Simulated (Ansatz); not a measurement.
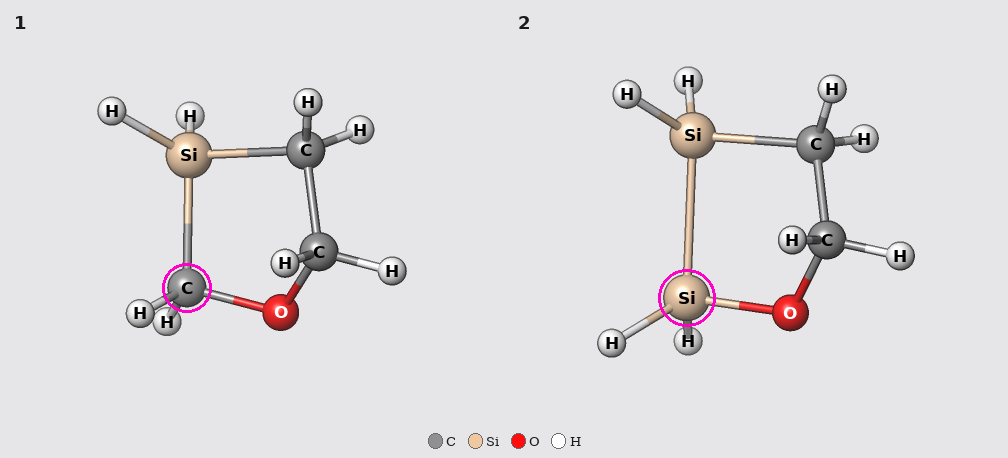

2 molecules with one skeleton, seen from the same side and at one scale; the atom that differs is circled. Charge 0, singlet. Computed geometries: PBE0-D4/def2-TZVP optimisations, one conformation each. Properties computed with Ansatz 0.2.0.

One atom differs, called X below: C in panel 1, Si in panel 2. Their formulas are C3H8OSi (`C1C[SiH2]CO1`), C2H8OSi2 (`C1C[SiH2][SiH2]O1`).

In which is the HOMO energy (Kohn–Sham orbital) higher (revPBE-D4/def2-TZVPP)?

Answer. In panel 1 (X = C).

In which is the mean length of X–H larger (PBE0-D4/def2-TZVP)?

Answer. In panel 2 (X = Si).

Give the values. With PBE0-D4/def2-TZVP: mean length of X–H (Å), length of X–O (Å), length of X–Si (Å), angle Si–X–O (°), dipole moment (D), harmonic zero-point energy (kJ/mol). With revPBE-D4/def2-TZVPP: HOMO energy (Kohn–Sham orbital) (eV), HOMO–LUMO gap (eV).

```tsv
quantity	1 (C)	2 (Si)	2 − 1
mean length of X–H (Å)	1.095	1.488	+0.393
length of X–O (Å)	1.422	1.663	+0.241
length of X–Si (Å)	1.904	2.337	+0.433
angle Si–X–O (°)	103.8	93.9	−9.9
dipole moment (D)	1.09	1.36	+0.27
harmonic zero-point energy (kJ/mol)	275.3	249.1	−26.2
HOMO energy (Kohn–Sham orbital) (eV)	−5.69	−6.35	−0.66
HOMO–LUMO gap (eV)	5.54	5.46	−0.08
```
